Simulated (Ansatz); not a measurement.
# GeH₅O+ (SMILES [OH2+][GeH3]): one structure at several levels

Aim: energy, forces and dipole at a structure displaced at random from a GFN2-xTB minimum, from CCSD(T) and from density functionals.

Program: Ansatz 0.2.0, Gaussian basis. Level of theory: single points in def2-TZVPP. These are calculated values, not measurements.

Correlated methods freeze the cores. Filled d shells of the heavier atoms are correlated.

### 1 Where the work starts

SMILES `[OH2+][GeH3]`, 7 atoms, charge 1, spin multiplicity 1.

Atoms are counted from 1 here; the program's logs count them from 0.

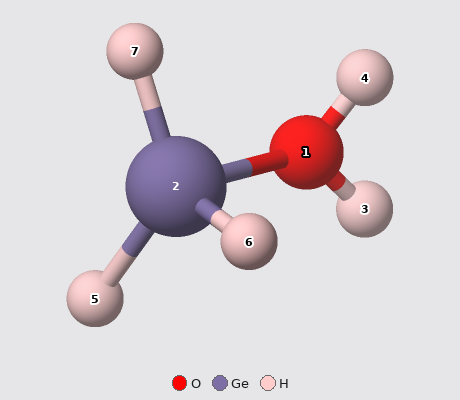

Start geometry, drawn with oxygen red, germanium purple, hydrogen pink; atoms are numbered from 1 in the order of the file.

Coordinates:

```
O    -0.05800   -1.01690    0.07880
Ge    0.09840    0.96310   -0.10470
H    -0.84510   -1.64050    0.15700
H     0.56780   -1.56630    0.62990
H    -0.97730    1.09710   -1.42570
H    -0.48630    1.42310    1.09500
H     1.57800    0.92790   -0.26880
```

### 2 CCSD(T)/def2-TZVPP

The input, run/in.yaml:

```yaml
crystal:
  periodic: [false, false, false]
  atoms:
    - {symbol: O, position_ang: [-0.058000, -1.016900, 0.078800]}
    - {symbol: Ge, position_ang: [0.098400, 0.963100, -0.104700]}
    - {symbol: H, position_ang: [-0.845100, -1.640500, 0.157000]}
    - {symbol: H, position_ang: [0.567800, -1.566300, 0.629900]}
    - {symbol: H, position_ang: [-0.977300, 1.097100, -1.425700]}
    - {symbol: H, position_ang: [-0.486300, 1.423100, 1.095000]}
    - {symbol: H, position_ang: [1.578000, 0.927900, -0.268800]}
basis:
  gaussian: {orbitals: def2-TZVPP}
total_charge: 1
correlation: {method: ccsd_t}
output: {forces: true}
```

No record of the launch command was kept for these runs.

### 3 PBE0-D4/def2-TZVPP

run/in.yaml, as its differences from that of step 2:

```diff
@@ -13,3 +13,3 @@
 total_charge: 1
-correlation: {method: ccsd_t}
-output: {forces: true}
+hamiltonian: {xc: pbe0, dispersion: d4}
+output: {forces: true, orbitals: {seedname: orbitals}}
```

### 4 wB97M-V/def2-TZVPP

run/in.yaml, as its differences from that of step 3:

```diff
@@ -13,3 +13,3 @@
 total_charge: 1
-hamiltonian: {xc: pbe0, dispersion: d4}
-output: {forces: true, orbitals: {seedname: orbitals}}
+hamiltonian: {xc: {name: wB97M-V}}
+output: {forces: true}
```

### 5 r2SCAN-D4/def2-TZVPP

run/in.yaml, as its differences from that of step 4:

```diff
@@ -13,3 +13,3 @@
 total_charge: 1
-hamiltonian: {xc: {name: wB97M-V}}
+hamiltonian: {xc: r2scan, dispersion: d4}
 output: {forces: true}
```

### 6 PBE-D4/def2-TZVPP

run/in.yaml, as its differences from that of step 5:

```diff
@@ -13,3 +13,3 @@
 total_charge: 1
-hamiltonian: {xc: r2scan, dispersion: d4}
+hamiltonian: {xc: pbe, dispersion: d4}
 output: {forces: true}
```

### 7 LC-wPBE/def2-TZVPP

run/in.yaml, as its differences from that of step 6:

```diff
@@ -13,3 +13,3 @@
 total_charge: 1
-hamiltonian: {xc: pbe, dispersion: d4}
+hamiltonian: {xc: {name: LC-wPBE}}
 output: {forces: true}
```

### 8 CAM-B3LYP-D4/def2-TZVPP

run/in.yaml, as its differences from that of step 7:

```diff
@@ -13,3 +13,3 @@
 total_charge: 1
-hamiltonian: {xc: {name: LC-wPBE}}
+hamiltonian: {xc: {name: CAM-B3LYP}, dispersion: d4}
 output: {forces: true}
```

(Steps that only read results are left out.)

**Question.** What will these runs give? Wanted: energy less free atoms, CCSD(T)/def2-TZVPP; RMS force component; RMS force error; HOMO and LUMO, PBE0-D4; T1 diagnostic.

As calculated:

| quantity | value |
| --- | --- |
| energy less free atoms, CCSD(T)/def2-TZVPP | -284.9 kcal/mol |
| RMS force component | 1.384 to 1.499 eV/Å over the methods |
| RMS force error | PBE0-D4 0.064, wB97M-V 0.048, r2SCAN-D4 0.040, PBE-D4 0.212, LC-wPBE 0.062, CAM-B3LYP-D4 0.037 eV/Å |
| HOMO and LUMO, PBE0-D4 | -15.03 and -6.82 eV |
| T1 diagnostic | 0.010 |

In words: Against CCSD(T) the functionals' energies less atoms differ by -4.7 to +4.8 kcal/mol, PBE-D4 by -2.4 kcal/mol. The reference is not at the basis limit: in triple zeta CCSD(T) underbinds, which counts against methods that bind more; the gaps are no ranking. For forces CAM-B3LYP-D4 does best and PBE-D4 worst. Frozen-core CCSD(T) forces in triple zeta carry basis errors of their own, and this is one geometry, so small gaps rank nothing.
